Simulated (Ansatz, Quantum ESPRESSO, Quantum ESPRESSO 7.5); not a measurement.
**Complex bands of MgS, rock salt type, lattice constant set to 4.997 Å**

Aim: how fast states decay in the gap of MgS, rock salt type, lattice constant set to 4.997 Å.

Program: Quantum ESPRESSO 7.5. Level of theory: plane-wave DFT, LDA, PseudoDojo norm-conserving pseudopotentials (cross-check by Ansatz 0.2.0 with PAW datasets). Results are calculated unless marked as measured.

The structure was built from a prototype and need not be the compound's stable phase.

## (1) Starting point

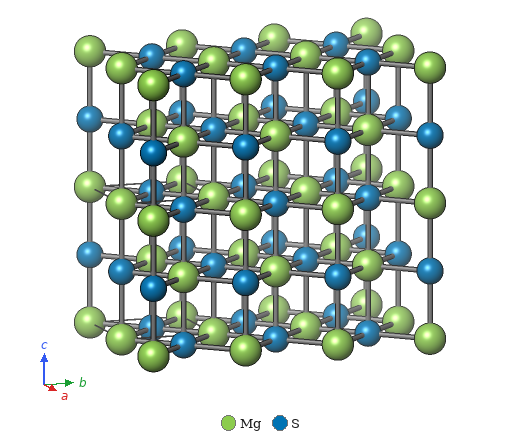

Start, viewed from the side, with the c axis up; magnesium green, sulfur blue. 2×3×2 cells are drawn. Some periodic images of atoms are drawn too.

## (2) Ground state

pwcond needs a cell whose third axis lies along the current and stands perpendicular to the other two.

Input file scf.in:

```
&control
  prefix = 'scf'
  outdir = './out'
  pseudo_dir = './pseudo'
  calculation = 'scf'
  tprnfor = .true.
/
&system
  ibrav = 0
  nat = 4
  ntyp = 2
  ecutwfc = 76
  ecutrho = 304
  occupations = 'fixed'
  nbnd = 20
/
&electrons
  conv_thr = 1e-09
  mixing_beta = 0.6
  electron_maxstep = 120
/
ATOMIC_SPECIES
  Mg  24.3050  Mg.dojo-sr-lda-0.4.1-standard.upf
  S   32.0600  S.dojo-sr-lda-0.4.1-standard.upf
CELL_PARAMETERS angstrom
  3.53341258558918 0.00000000000000 0.00000000000000
  0.00000000000000 3.53341258558918 0.00000000000000
  0.00000000000000 0.00000000000000 4.99700000000000
ATOMIC_POSITIONS crystal
  Mg  0.000000000000 0.000000000000 0.000000000000
  S   0.500000000000 0.500000000000 0.000000000000
  Mg  0.500000000000 0.500000000000 0.500000000000
  S   0.000000000000 0.000000000000 0.500000000000
K_POINTS automatic
  8 8 6 0 0 0
```

Command:

```console
OMP_NUM_THREADS=1 mpirun -n 2 pw.x -nk 2 -in scf.in > scf.out
```

What it wrote:

```text
Program PWSCF v.7.5 starts
[citation notice left out]

     Parallel version (MPI & OpenMP), running on       2 processor cores
     Number of MPI processes:                 2
     Threads/MPI process:                     1

     MPI processes distributed on     1 nodes
[...]
Current dimensions of program PWSCF are:
     Max number of different atomic species (ntypx) = 10
     Max number of k-points (npk) =  40000
     Max angular momentum in pseudopotentials (lmaxx) =  4
     Found identity + ( -0.5000 -0.5000 -0.5000) symmetry
     This is a supercell, fractional translations are disabled
     Message from routine setup:
     using ibrav=0 with symmetry is DISCOURAGED, use correct ibrav instead

     K-points division:     npool     =       2
     Subspace diagonalization in iterative solution of the eigenvalue problem:
     a serial algorithm will be used

     G-vector sticks info
     --------------------
     sticks:   dense  smooth     PW     G-vecs:    dense   smooth      PW
     Sum        1085    1085    325                37729    37729    6001

     Using Slab Decomposition

     bravais-lattice index     =            0
     lattice parameter (alat)  =       6.6772  a.u.
     unit-cell volume          =     421.0122 (a.u.)^3
     number of atoms/cell      =            4
     number of atomic types    =            2
     number of electrons       =        32.00
     number of Kohn-Sham states=           20
     kinetic-energy cutoff     =      76.0000  Ry
     charge density cutoff     =     304.0000  Ry
     scf convergence threshold =      1.0E-09
     mixing beta               =       0.6000
     number of iterations used =            8  plain     mixing
     Exchange-correlation= SLA  PW   NOGX NOGC
                           (   1   4   0   0   0   0   0)

     celldm(1)=   6.677182  celldm(2)=   0.000000  celldm(3)=   0.000000
     celldm(4)=   0.000000  celldm(5)=   0.000000  celldm(6)=   0.000000

     crystal axes: (cart. coord. in units of alat)
               a(1) = (   1.000000   0.000000   0.000000 )
               a(2) = (   0.000000   1.000000   0.000000 )
               a(3) = (   0.000000   0.000000   1.414214 )

     reciprocal axes: (cart. coord. in units 2 pi/alat)
               b(1) = (  1.000000  0.000000  0.000000 )
               b(2) = (  0.000000  1.000000  0.000000 )
               b(3) = (  0.000000  0.000000  0.707107 )

     PseudoPot. # 1 for Mg read from file:
     ./pseudo/Mg.dojo-sr-lda-0.4.1-standard.upf
     Pseudo is Norm-conserving, Zval = 10.0
     Generated using ONCVPSP code by D. R. Hamann
     Using radial grid of 1510 points,  4 beta functions with:
                l(1) =   0
                l(2) =   0
                l(3) =   1
                l(4) =   1

     PseudoPot. # 2 for S  read from file:
     ./pseudo/S.dojo-sr-lda-0.4.1-standard.upf
     Pseudo is Norm-conserving + core correction, Zval =  6.0
     Generated using ONCVPSP code by D. R. Hamann
     Using radial grid of 1132 points,  6 beta functions with:
                l(1) =   0
                l(2) =   0
                l(3) =   1
                l(4) =   1
                l(5) =   2
                l(6) =   2

     atomic species   valence    mass     pseudopotential
     Mg               10.00    24.30500     Mg( 1.00)
     S                 6.00    32.06000     S ( 1.00)

     16 Sym. Ops., with inversion, found

   Cartesian axes

     site n.     atom                  positions (alat units)
         1        Mg     tau(   1) = (   0.0000000   0.0000000   0.0000000  )
         2        S      tau(   2) = (   0.5000000   0.5000000   0.0000000  )
         3        Mg     tau(   3) = (   0.5000000   0.5000000   0.7071068  )
         4        S      tau(   4) = (   0.0000000   0.0000000   0.7071068  )

     number of k points=    60
                       cart. coord. in units 2pi/alat
        k(    1) = (   0.0000000   0.0000000   0.0000000), wk =   0.0052083
        k(    2) = (   0.0000000   0.0000000   0.1178511), wk =   0.0104167
        k(    3) = (   0.0000000   0.0000000   0.2357023), wk =   0.0104167
        k(    4) = (   0.0000000   0.0000000  -0.3535534), wk =   0.0052083
        k(    5) = (   0.0000000   0.1250000   0.0000000), wk =   0.0208333
        k(    6) = (   0.0000000   0.1250000   0.1178511), wk =   0.0416667
        k(    7) = (   0.0000000   0.1250000   0.2357023), wk =   0.0416667
        k(    8) = (   0.0000000   0.1250000  -0.3535534), wk =   0.0208333
        k(    9) = (   0.0000000   0.2500000   0.0000000), wk =   0.0208333
        k(   10) = (   0.0000000   0.2500000   0.1178511), wk =   0.0416667
[...]
k(   60) = (  -0.5000000  -0.5000000  -0.3535534), wk =   0.0052083

     Dense  grid:    37729 G-vectors     FFT dimensions: (  40,  40,  54)

     Estimated max dynamical RAM per process >      79.71 MB

     Estimated total dynamical RAM >     150.20 MB

     Initial potential from superposition of free atoms

     starting charge      31.9985, renormalised to      32.0000
     Starting wfcs are   18 randomized atomic wfcs +    2 random wfcs

     total cpu time spent up to now is        1.0 secs

     per-process dynamical memory:    70.2 Mb

     Self-consistent Calculation

     iteration #  1     ecut=    76.00 Ry     beta= 0.60
     Davidson diagonalization with overlap
     ethr =  1.00E-02,  avg # of iterations =  5.4

     Threshold (ethr) on eigenvalues was too large:
     Diagonalizing with lowered threshold

     Davidson diagonalization with overlap
     ethr =  5.18E-04,  avg # of iterations =  1.8

     total cpu time spent up to now is        3.2 secs

     total energy              =    -281.74983618 Ry
     estimated scf accuracy    <       0.16152986 Ry

     iteration #  2     ecut=    76.00 Ry     beta= 0.60
[...]
total energy              =    -281.78723859 Ry
     estimated scf accuracy    <       0.00898700 Ry

     iteration #  3     ecut=    76.00 Ry     beta= 0.60
[...]
total energy              =    -281.78816907 Ry
     estimated scf accuracy    <       0.00077788 Ry

     iteration #  4     ecut=    76.00 Ry     beta= 0.60
[...]
total energy              =    -281.78820034 Ry
     estimated scf accuracy    <       0.00002155 Ry

     iteration #  5     ecut=    76.00 Ry     beta= 0.60
[...]
total energy              =    -281.78820433 Ry
     estimated scf accuracy    <       0.00000026 Ry

     iteration #  6     ecut=    76.00 Ry     beta= 0.60
[...]
total energy              =    -281.78820446 Ry
     estimated scf accuracy    <       0.00000007 Ry

     iteration #  7     ecut=    76.00 Ry     beta= 0.60
[...]
End of self-consistent calculation

          k = 0.0000 0.0000 0.0000 (  4743 PWs)   bands (ev):

   -66.1978 -66.1968 -33.6339 -33.6275 -33.6275 -33.6232 -33.6231 -33.6231
    -5.7393  -3.5925   2.7536   5.6723   5.6723   7.6636   7.6636   7.6636
    10.4707  11.5271  12.1651  15.3914

          k = 0.0000 0.0000 0.1179 (  4722 PWs)   bands (ev):

   -66.1977 -66.1969 -33.6333 -33.6273 -33.6273 -33.6237 -33.6233 -33.6233
    -5.6288  -3.7908   3.0340   5.7703   5.7703   7.1136   7.4718   7.4718
    10.7751  11.6792  12.7722  14.8511

          k = 0.0000 0.0000 0.2357 (  4710 PWs)   bands (ev):

   -66.1975 -66.1971 -33.6316 -33.6265 -33.6265 -33.6257 -33.6239 -33.6239
    -5.3106  -4.2715   3.7767   5.9898   6.0551   6.0551   7.0136   7.0136
    11.6448  12.1308  13.7185  13.8260

          k = 0.0000 0.0000-0.3536 (  4666 PWs)   bands (ev):

   -66.1973 -66.1973 -33.6285 -33.6285 -33.6250 -33.6250 -33.6250 -33.6250
    -4.8290  -4.8290   4.8100   4.8100   6.4940   6.4940   6.4940   6.4940
    12.8636  12.8636  12.9147  12.9147

          k = 0.0000 0.1250 0.0000 (  4711 PWs)   bands (ev):

   -66.1977 -66.1968 -33.6335 -33.6284 -33.6273 -33.6239 -33.6233 -33.6230
    -5.6152  -3.5765   2.8948   5.0039   5.7654   6.9054   7.4347   7.6338
    10.8921  12.3326  12.7815  15.0543

          k = 0.0000 0.1250 0.1179 (  4699 PWs)   bands (ev):

   -66.1976 -66.1969 -33.6330 -33.6279 -33.6270 -33.6250 -33.6232 -33.6231
    -5.5075  -3.7576   3.0898   5.1946   5.8598   6.2839   7.4602   7.5267
    11.1634  12.4800  12.9941  15.1788

[...]
highest occupied, lowest unoccupied level (ev):     7.6636   10.4707

!    total energy              =    -281.78820448 Ry
     estimated scf accuracy    <          4.8E-11 Ry

     The total energy is the sum of the following terms:
     one-electron contribution =    -163.62782420 Ry
     hartree contribution      =      85.52382348 Ry
     xc contribution           =     -43.92305410 Ry
     ewald contribution        =    -159.76114965 Ry

     convergence has been achieved in   7 iterations

     Forces acting on atoms (cartesian axes, Ry/au):

     atom    1 type  1   force =     0.00000000    0.00000000    0.00000000
     atom    2 type  2   force =     0.00000000    0.00000000    0.00000000
     atom    3 type  1   force =     0.00000000    0.00000000    0.00000000
     atom    4 type  2   force =     0.00000000    0.00000000    0.00000000

     Total force =     0.000000     Total SCF correction =     0.000000

[...]
=------------------------------------------------------------------------------=
   JOB DONE.
=------------------------------------------------------------------------------=
```

Wall time 11 s (2 MPI ranks of AMD EPYC 9R45 (Zen 5), shared host); peak memory 0.24 GiB; 21 s of CPU time.

This step gave:

```
free energy                          : -3833.9238 eV
valence top, on the run's zero       : 7.664 eV
conduction bottom, on the run's zero : 10.47 eV
gap by band count                    : 2.807 eV
```

The program's own clock; routines nest. Time by routine:

```tsv
routine	wall time (s)	calls
PWSCF	10.11	1
electrons	9	1
c_bands	7.84	8
cegterg	6.92	240
h_psi	5.98	1072
fftw	5.33	30028
vloc_psi	5.05	1072
sum_band	1.13	8
init_run	0.93	1
wfcinit	0.55	1
calbec	0.53	1192
h_psi:calbec	0.45	1072
add_vuspsi	0.44	1072
init_us_2	0.35	540
```

The run needed 7 iterations to bring the estimated error under 1e-09 Ry.

(Continued in part 2 of 4.)

[Logs are printed without paths, hosts, clocks, repeated set-up lines and the standing remarks that a program may print on its own settings, such as how far it seeks lower states.]

[Hosts, paths, dates, database ids (printed as entryN), source tags and the programs' standing remarks are cut or masked in the printed files.]

[Maps of the electrostatic potential energy from Ansatz leave out the sawtooth potential of an applied field or a dipole correction, so their vacuum need not be flat; planar profiles and work functions include it.]
